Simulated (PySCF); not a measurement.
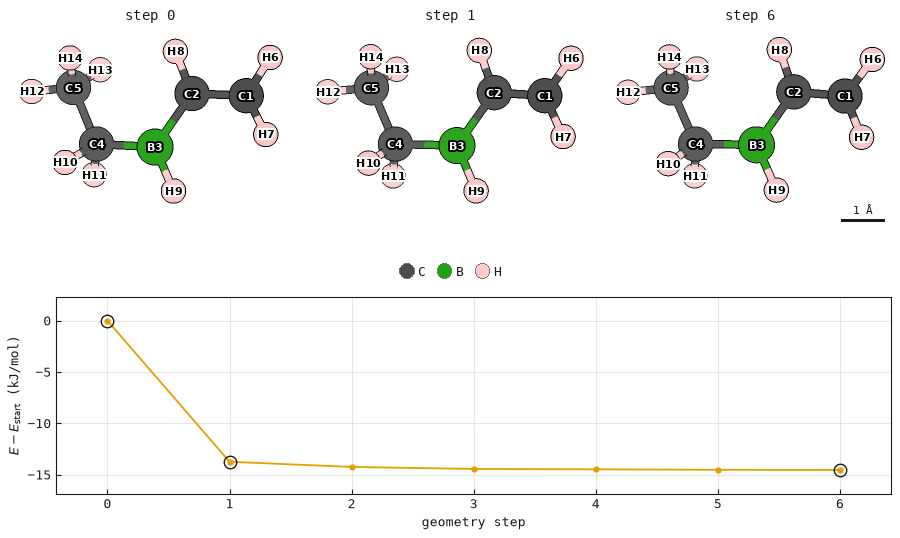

Frames of a relaxation of C4H9B, marked on the history of the run. The picture is a ball-and-stick view, seen at a tilt.

The start comes from GFN2-xTB. Its atoms were then displaced at random by about 0.01 Å.

These are results of PBE0-D3(BJ)/def2-SVP geometry optimisation, gas phase (PySCF), not measurements. 

**Describe the path.**

Over 6 geometry steps the energy falls by 14.5 kJ/mol. The largest move after the best rigid fit is that of H8, 0.18 Å. By element the largest moves are H 0.18 Å, C 0.09 Å, B 0.08 Å. Near-neighbour distances that change, for instance: C1–H7 1.055 → 1.096 Å, B3–C4 1.529 → 1.566 Å, B3–H9 1.184 → 1.217 Å, C5–H13 1.070 → 1.102 Å. Bond angles that change, for instance: B3–C4–H10 108.2° → 105.4°, C5–C4–H10 108.0° → 110.8°, H13–C5–H14 109.4° → 106.9°. From step 0 to 1: H8 moves most (0.18 Å), energy −13.7 kJ/mol. From step 1 to 6: H6 moves most (0.05 Å), energy −0.80 kJ/mol.
